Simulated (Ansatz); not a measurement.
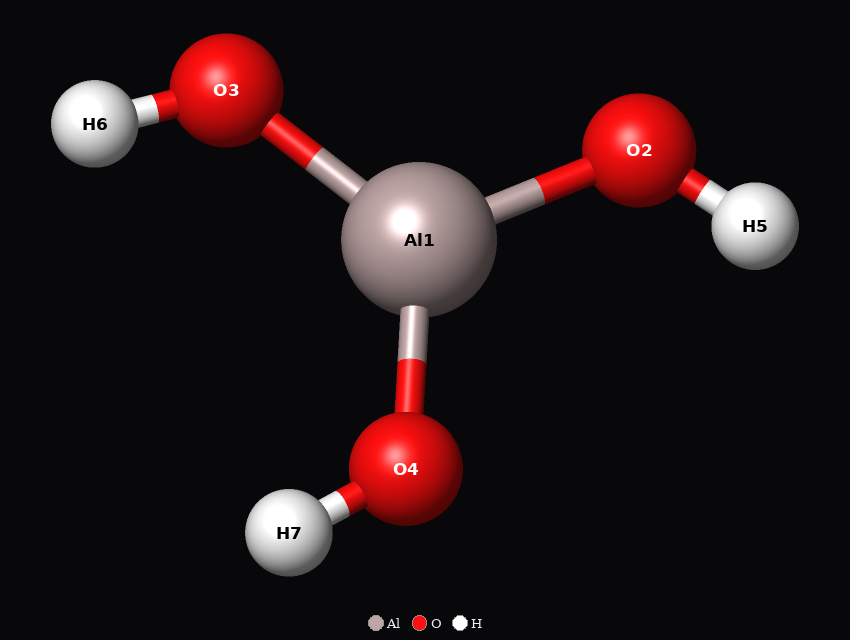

The atoms are numbered. The computed structure is the end point of a PBE0-D4/def2-TZVP optimisation.

What is the geometry at Al1?

Al1 has 3 neighbours (O2 at 1.69, O3 at 1.69, O4 at 1.69 Å); the arrangement is trigonal planar.

Describe the coordination of atom 3.

O3 has 2 neighbours (Al1 at 1.69, H6 at 0.95 Å); the arrangement is bent.

What is the geometry at O2?

O2 has 2 neighbours (Al1 at 1.69, H5 at 0.96 Å); the arrangement is bent.

How are the neighbours of atom 4 arranged?

O4 has 2 neighbours (Al1 at 1.69, H7 at 0.95 Å); the arrangement is bent.
